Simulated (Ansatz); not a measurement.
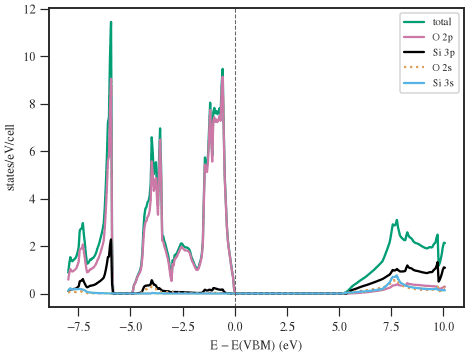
Figure: Total and projected density of states of SiO2 in space group Pn-3m (No. 224; Si on 2a, O on 4b), the program Ansatz at the LDA level (PAW)

Which orbitals carry the states next to the gap?

Top 1 eV of the valence band: O 2p 96 %. Bottom 1 eV of the conduction band: Si 3p 47 %, O 2s 21 %, Si 3s 18 %, outside the projected shells 9 %. Projections are on Löwdin-orthogonalised atomic valence shells; empty p or d shells of many metals are not among them.

Where is the tallest occupied peak in this window, and what makes it?

Near -5.9 eV, about 11 states/eV per cell; the largest projected share is O 2p.

The workflow started from a Materials Project entry (that database holds measured and hypothetical structures alike); the Crystallography Open Database copy checked does not list it. It is not the phase usual at ambient conditions (space group No. 92, 152, 154). The LDA relaxation kept the symmetry of its start; whether a distortion lowers the energy is not shown.

Potentials: the earlier of the program's two PAW sets. The files were generated under PBE; for other functionals the program regenerates the frozen cores, and for LDA and PBEsol the local potential too.
